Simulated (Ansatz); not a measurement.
# GeHCl (triplet): RPA-PBE over vertical spin and charge gaps, cc-pVTZ

How well do these functionals follow the top wave-function level for GeHCl (triplet) over vertical spin and charge gaps?

The runs use Ansatz 0.2.0, Gaussian basis; cc-pVTZ, all electrons in the functionals, frozen cores in the correlation of double hybrids and RPA.

The runs, in order: RPA-PBE, at charge 0, triplet; charge 0, singlet; charge 0, quintet; charge 1, doublet; charge 1, quartet.

10 further runs of the same task are left out: 4 for a known fault of the program, 6 set aside as unsound or not needed.

## 1. What is computed

The geometry is a PBE0/def2-TZVP stationary point (not a proven minimum). No spin-orbit coupling is included. The filled d shell of Ge may be among the frozen orbitals whatever the setting's name suggests; the logs give the count.

3 atoms, charge 0, spin multiplicity 3.

Atoms are counted from 1 here; the program's logs count them from 0.

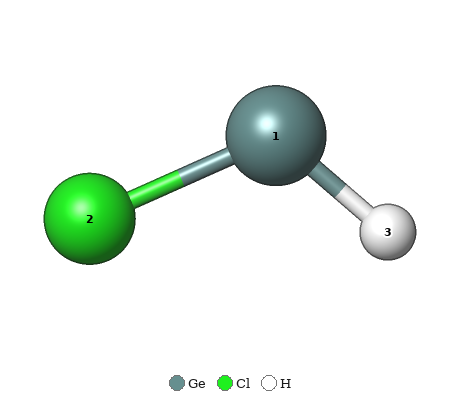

The geometry (germanium teal, chlorine green, hydrogen white); atoms are numbered from 1 in the order of the file.

No dispersion term is added.

The geometry shown and the zero of energy belong to the point charge 0, triplet. The yardstick, UCCSDT(Q), and other wave-function levels (R restricted, U unrestricted, valence and pair active spaces) come from earlier runs.

## 2. RPA-PBE, charge 0, triplet

File in.yaml:

```yaml
crystal:
  periodic: [false, false, false]
  atoms:
    - {symbol: Ge, position_ang: [0.000000, -0.039179, 0.691027]}
    - {symbol: Cl, position_ang: [0.000000, 0.042088, -1.455820]}
    - {symbol: H, position_ang: [0.000000, 1.343123, 1.405821]}
basis:
  gaussian: {orbitals: cc-pVTZ}
magnetization: {spin_polarized: true, initial_magnetization: 2}
hamiltonian: {xc: {name: PBE}}
correlation: {method: rpa, electrons: outside_noble_gas}
```

On the command line:

```sh
$ ansatz run in.yaml --threads 1 --pin off --events-out ev --progress --plain --max-ram 4096MiB --backend cpu
```

The log of the run:

```text
Functional definition: PBE
  name "PBE"
  cite "Perdew, Burke & Ernzerhof, Phys. Rev. Lett. 77, 3865 (1996) doi:10.1103/PhysRevLett.77.3865"
  parent pbe
  parameter kappa = 0.804
  parameter beta = 0.06672455060314922
  exchange = pbe_x(kappa = kappa, mu = beta*pi^2/3)
  correlation = pbe_c(beta = beta)
563 factors; integrals over basis functions are off by at most 6.8e-4 eV
mean field evaluation 1: about -69042.9836 eV, gradient 1.4e1 eV
mean field evaluation 2: about -69042.9826 eV, gradient 1.4e1 eV
mean field evaluation 4: about -69043.6302 eV, gradient 3.1e0 eV
mean field evaluation 8: about -69043.6957 eV, gradient 1.1e-1 eV
mean field evaluation 16: about -69043.6957 eV, gradient 5.0e-6 eV
mean field -69043.69572862 eV, -2537.3090185289 hartree, gradient 5.3e-6 eV, S^2 2.002611; 0 other end points of the search recorded, 0 dependent functions left out
19 core orbitals not correlated: weight in the atoms' cores, before any rotation towards them, 0.997 or more for the frozen orbitals, at most 0.002 for the correlated occupied ones
reference -68993.04658594 eV, -2535.4476968668 hartree; 7, 5 occupied and 65, 67 virtual orbitals, 563 factors
Total energy: -69006.12347381 eV, -2535.9282636322 hartree
```

Wall time 2.1 s (1 thread of AMD EPYC 7R13, shared host).

From the report: ⟨S²⟩ of the determinant 2.003 (pure triplet: 2.00).

## 3. RPA-PBE, charge 0, singlet

in.yaml, as its differences from that of step 2:

```diff
@@ -8,3 +8,3 @@
   gaussian: {orbitals: cc-pVTZ}
-magnetization: {spin_polarized: true, initial_magnetization: 2}
+magnetization: {spin_polarized: true, initial_magnetization: 0}
 hamiltonian: {xc: {name: PBE}}
```

Launched as before.

The log of the run, shortened:

```text
Functional definition: PBE
  name "PBE"
  cite "Perdew, Burke & Ernzerhof, Phys. Rev. Lett. 77, 3865 (1996) doi:10.1103/PhysRevLett.77.3865"
  parent pbe
[...]
563 factors; integrals over basis functions are off by at most 6.8e-4 eV
[...]
mean field -69045.03220925 eV, -2537.3581332860 hartree, gradient 2.0e-6 eV, S^2 0.000000; 2 other end points of the search recorded, 0 dependent functions left out
19 core orbitals not correlated: weight in the atoms' cores, before any rotation towards them, 0.998 or more for the frozen orbitals, at most 0.002 for the correlated occupied ones
reference -68993.86446658 eV, -2535.4777534259 hartree; 6, 6 occupied and 66, 66 virtual orbitals, 563 factors
Total energy: -69007.50548159 eV, -2535.9790514812 hartree
```

It took 3 s on 1 thread of AMD EPYC 7R13, shared host.

From the report: ⟨S²⟩ of the determinant 0.000 (pure singlet: 0.00).

From charge 0, triplet: -31.9 kcal/mol.

## 4. RPA-PBE, charge 0, quintet

in.yaml, as its differences from that of step 3:

```diff
@@ -8,3 +8,3 @@
   gaussian: {orbitals: cc-pVTZ}
-magnetization: {spin_polarized: true, initial_magnetization: 0}
+magnetization: {spin_polarized: true, initial_magnetization: 4}
 hamiltonian: {xc: {name: PBE}}
```

The command is unchanged.

The log of the run, shortened:

```text
Functional definition: PBE
  name "PBE"
  cite "Perdew, Burke & Ernzerhof, Phys. Rev. Lett. 77, 3865 (1996) doi:10.1103/PhysRevLett.77.3865"
  parent pbe
[...]
563 factors; integrals over basis functions are off by at most 6.8e-4 eV
[...]
mean field -69036.81042832 eV, -2537.0559884098 hartree, gradient 5.0e-6 eV, S^2 6.003286; 11 other end points of the search recorded, 0 dependent functions left out
19 core orbitals not correlated: weight in the atoms' cores, before any rotation towards them, 0.995 or more for the frozen orbitals, at most 0.004 for the correlated occupied ones
reference -68986.20670084 eV, -2535.1963357255 hartree; 8, 4 occupied and 64, 68 virtual orbitals, 563 factors
Total energy: -68999.21878914 eV, -2535.6745211506 hartree
```

Run time: 15 s. Hardware: 1 thread of AMD EPYC 7R13, shared host.

From the report: ⟨S²⟩ of the determinant 6.003 (pure quintet: 6.00).

From charge 0, triplet: +159.2 kcal/mol.

## 5. RPA-PBE, charge 1, doublet

in.yaml, as its differences from that of step 4:

```diff
@@ -8,3 +8,4 @@
   gaussian: {orbitals: cc-pVTZ}
-magnetization: {spin_polarized: true, initial_magnetization: 4}
+total_charge: 1
+magnetization: {spin_polarized: true, initial_magnetization: 1}
 hamiltonian: {xc: {name: PBE}}
```

The command is unchanged.

The log of the run, shortened:

```text
Functional definition: PBE
  name "PBE"
  cite "Perdew, Burke & Ernzerhof, Phys. Rev. Lett. 77, 3865 (1996) doi:10.1103/PhysRevLett.77.3865"
  parent pbe
[...]
563 factors; integrals over basis functions are off by at most 6.8e-4 eV
[...]
mean field -69036.14400684 eV, -2537.0314978724 hartree, gradient 2.7e-6 eV, S^2 0.753793; 0 other end points of the search recorded, 0 dependent functions left out
19 core orbitals not correlated: weight in the atoms' cores, before any rotation towards them, 0.998 or more for the frozen orbitals, at most 0.002 for the correlated occupied ones
reference -68985.50064084 eV, -2535.1703884991 hartree; 6, 5 occupied and 66, 67 virtual orbitals, 563 factors
Total energy: -68998.34801604 eV, -2535.6425208292 hartree
```

Wall time 2.8 s (1 thread of AMD EPYC 7R13, shared host).

From the report: ⟨S²⟩ of the determinant 0.754 (pure doublet: 0.75).

From charge 0, triplet: +179.3 kcal/mol.

## 6. RPA-PBE, charge 1, quartet

in.yaml, as its differences from that of step 5:

```diff
@@ -9,3 +9,3 @@
 total_charge: 1
-magnetization: {spin_polarized: true, initial_magnetization: 1}
+magnetization: {spin_polarized: true, initial_magnetization: 3}
 hamiltonian: {xc: {name: PBE}}
```

Launched as before.

The log of the run, shortened:

```text
Functional definition: PBE
  name "PBE"
  cite "Perdew, Burke & Ernzerhof, Phys. Rev. Lett. 77, 3865 (1996) doi:10.1103/PhysRevLett.77.3865"
  parent pbe
[...]
563 factors; integrals over basis functions are off by at most 6.8e-4 eV
[...]
mean field -69031.68701567 eV, -2536.8677064677 hartree, gradient 5.7e-9 eV, S^2 3.754428; 12 other end points of the search recorded, 0 dependent functions left out
19 core orbitals not correlated: weight in the atoms' cores, before any rotation towards them, 0.995 or more for the frozen orbitals, at most 0.004 for the correlated occupied ones
reference -68982.08856643 eV, -2535.0449970774 hartree; 7, 4 occupied and 65, 68 virtual orbitals, 563 factors
Total energy: -68994.14663876 eV, -2535.4881230621 hartree
```

Run time: 23 s. Hardware: 1 thread of AMD EPYC 7R13, shared host.

From the report: ⟨S²⟩ of the determinant 3.754 (pure quartet: 3.75).

From charge 0, triplet: +276.2 kcal/mol.

## 7. The comparison

The yardstick is UCCSDT(Q), where the cluster series has nearly closed. It comes from earlier runs at the same points. Energies in kcal/mol, counted from charge 0, triplet; blanks weren't run or aren't comparable.

```csv
level,triplet to singlet,triplet to quintet,ionisation to the doublet cation,ionisation to the quartet cation
UCCSDT(Q),-30.4,,176.0,274.2
RPA-PBE,-31.9,159.2,179.3,276.2
```

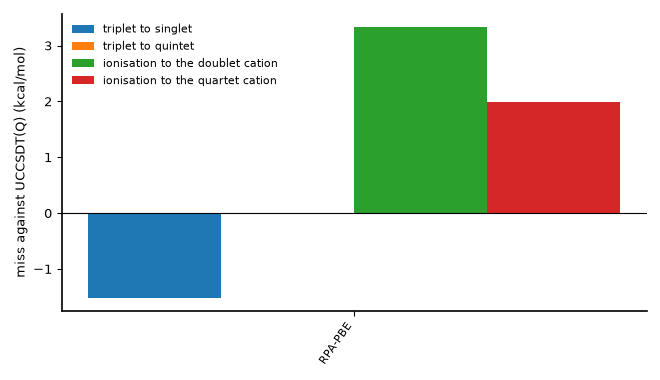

Misses of the gaps against UCCSDT(Q).

Largest miss and mean time a point (UCCSDT(Q) took 35 s a point; shared hosts):

```csv
level,largest miss (kcal/mol),where,time a point
RPA-PBE,+3.3,ionisation to the doublet cation,9 s
```

## 8. Outcome

| quantity | value |
| --- | --- |
| triplet to singlet, UCCSDT(Q) | -30.4 kcal/mol |
| ionisation to the doublet cation, UCCSDT(Q) | 176.0 kcal/mol |
| ionisation to the quartet cation, UCCSDT(Q) | 274.2 kcal/mol |
| largest miss, RPA-PBE | +3.3 kcal/mol (ionisation to the doublet cation) |

Misses are known at 3 of 4 points at best, and only functionals with that many are ranked. RPA-PBE strays by up to 3.3 kcal/mol, at ionisation to the doublet cation. Functionals and the yardstick converge differently with the basis, so part of each miss in cc-pVTZ is the basis.
